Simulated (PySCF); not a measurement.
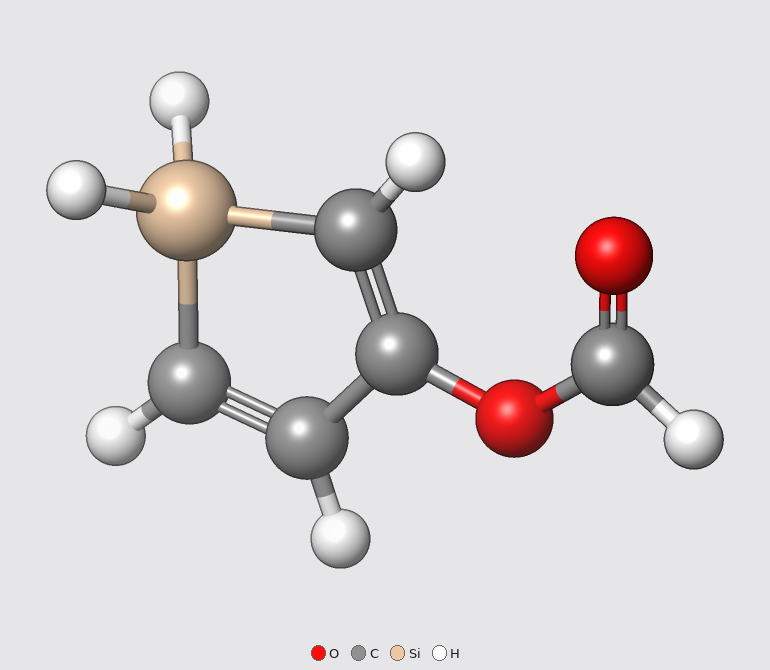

A ball-and-stick model of a molecule.

The geometry was computed by an optimisation with PBE0-D3(BJ)/def2-SVP. No frequency run is at hand to confirm it as a minimum.

> Count the atoms of each element.

C5H6O2Si, 14 atoms: 5 carbon, 6 hydrogen, 2 oxygen and 1 silicon.

> What is the point group of this geometry?

Cs.

> Name some functional groups or characteristic bonds that it holds.

Among them: ester, alkene, Si–H bond.

> Does it have rings?

Independent rings (smallest set): 1 of 5 members.

More results for the same structure follow; atom numbers are the same in all pictures, views and colours differ.

## Geometry

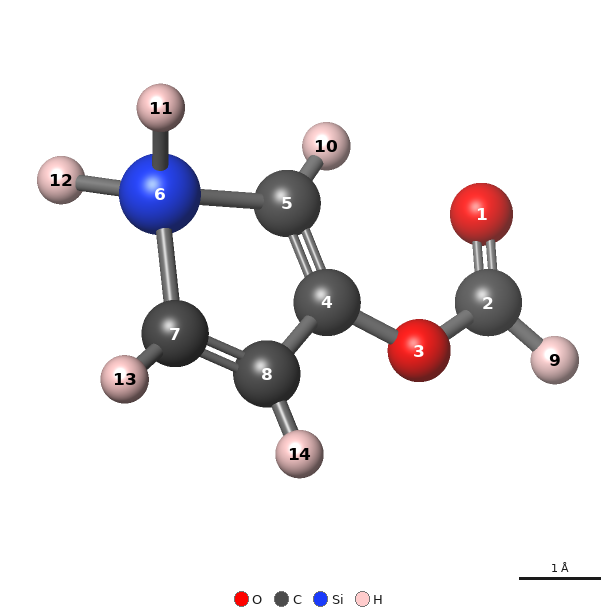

The atoms are numbered. No frequency run is at hand to confirm it as a minimum.

> Describe the coordination of atom 4.

C4 has 3 neighbours (O3 at 1.37, C5 at 1.35, C8 at 1.48 Å); the arrangement is trigonal planar.

> How are the neighbours of atom 2 arranged?

C2 has 3 neighbours (O1 at 1.19, O3 at 1.34, H9 at 1.11 Å); the arrangement is trigonal planar.

> Describe the coordination of atom 3.

O3 has 2 neighbours (C2 at 1.34, C4 at 1.37 Å); the arrangement is bent.

> What is the geometry at C7?

C7 has 3 neighbours (Si6 at 1.88, C8 at 1.35, H13 at 1.09 Å); the arrangement is trigonal planar.

> What is the dihedral angle C2–O3–C4–C8?

180° in size, that is anti.

## Dipole moment

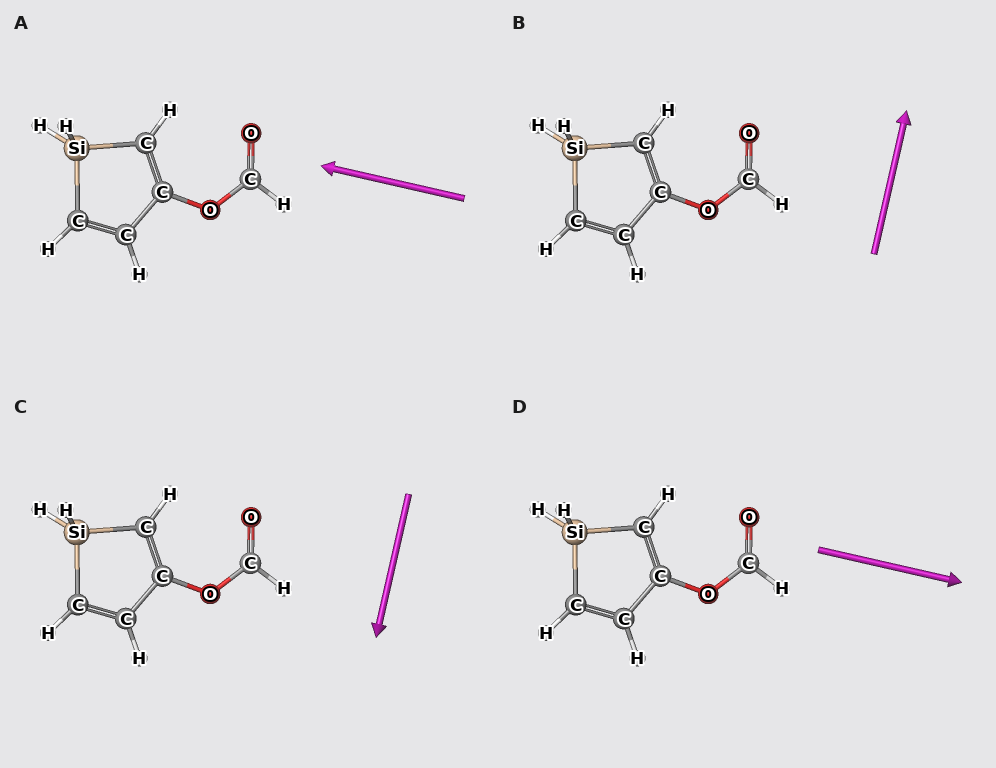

The same molecule four times, each with an arrow. No frequency run is at hand to confirm it as a minimum. Properties computed with PBE0/pcSseg-1, gas phase (PySCF 2.14.0).

> Which arrow points along the dipole moment, from the negative to the positive end?

C. The dipole moment is 1.89 D.

## NMR shielding

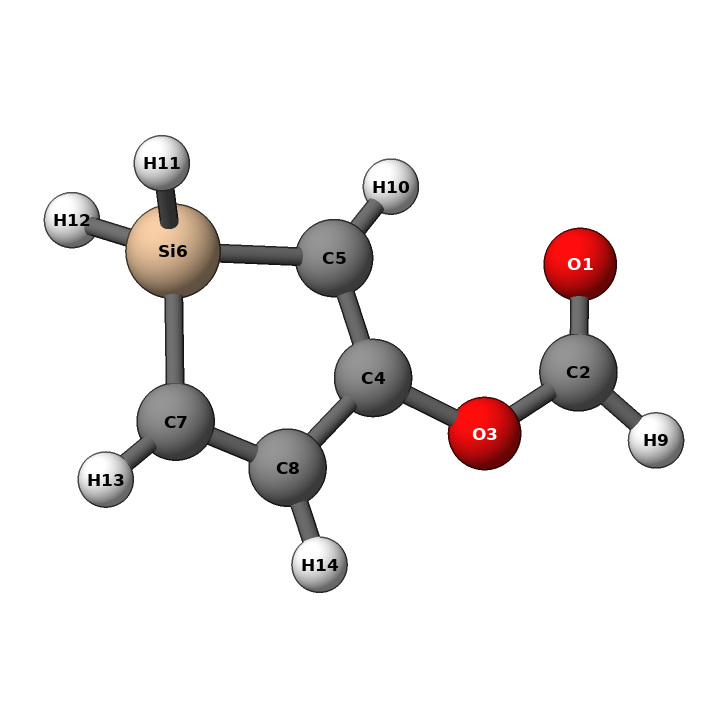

No frequency run is at hand to confirm it as a minimum. Level of theory: GIAO PBE0/pcSseg-1 NMR shielding, non-relativistic, IEF-PCM acetonitrile (PySCF 2.14.0). Principal shieldings σ11 ≤ σ22 ≤ σ33, span Ω = σ33 − σ11, skew κ = 3(σiso − σ22)/Ω.

> Which C atom has the most anisotropic shielding?

C7, with a span of 252 ppm.

Give the shielding tensors of the C atoms.

| atom | σ11 | σ22 | σ33 | σiso | Ω | κ |
| --- | --- | --- | --- | --- | --- | --- |
| C2 | −85.0 | 69.1 | 73.3 | 19.2 | 158.3 | −0.95 |
| C4 | −90.9 | 63.5 | 79.1 | 17.2 | 169.9 | −0.82 |
| C5 | −4.0 | 70.3 | 172.0 | 79.4 | 176.0 | 0.16 |
| C7 | −72.3 | 32.5 | 180.1 | 46.8 | 252.4 | 0.17 |
| C8 | −91.6 | 45.7 | 125.8 | 26.6 | 217.4 | −0.26 |

Shieldings and span in ppm.

## Charges

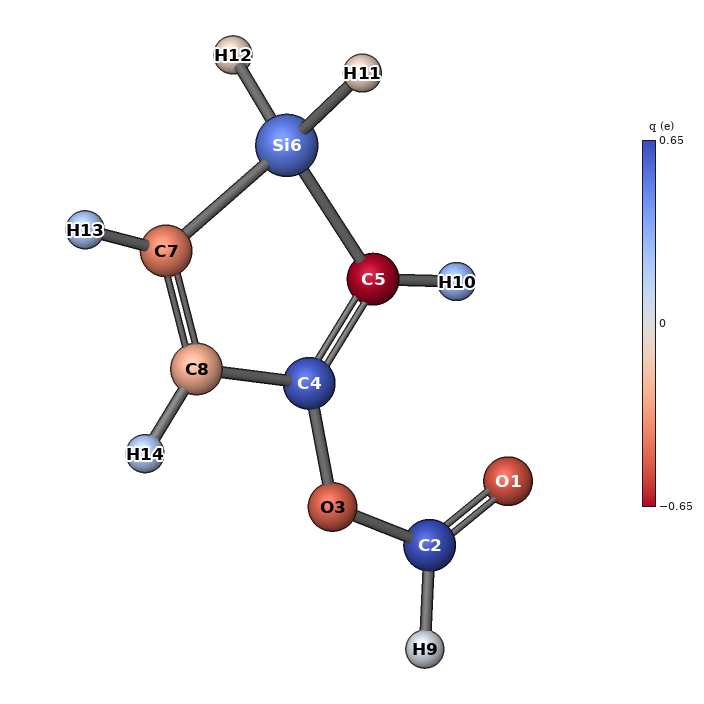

Atoms are coloured by their ESP-fitted charges. No frequency run is at hand to confirm it as a minimum. Properties computed with PBE0/pcSseg-1, gas phase (PySCF 2.14.0).

List the ESP-fitted charges.

```json
{"atom": "O1", "value (e)": "−0.51"}
{"atom": "C2", "value (e)": "0.64"}
{"atom": "O3", "value (e)": "−0.48"}
{"atom": "C4", "value (e)": "0.60"}
{"atom": "C5", "value (e)": "−0.65"}
{"atom": "Si6", "value (e)": "0.51"}
{"atom": "C7", "value (e)": "−0.40"}
{"atom": "C8", "value (e)": "−0.25"}
{"atom": "H9", "value (e)": "0.04"}
{"atom": "H10", "value (e)": "0.29"}
{"atom": "H11", "value (e)": "−0.08"}
{"atom": "H12", "value (e)": "−0.09"}
{"atom": "H13", "value (e)": "0.20"}
{"atom": "H14", "value (e)": "0.18"}
```
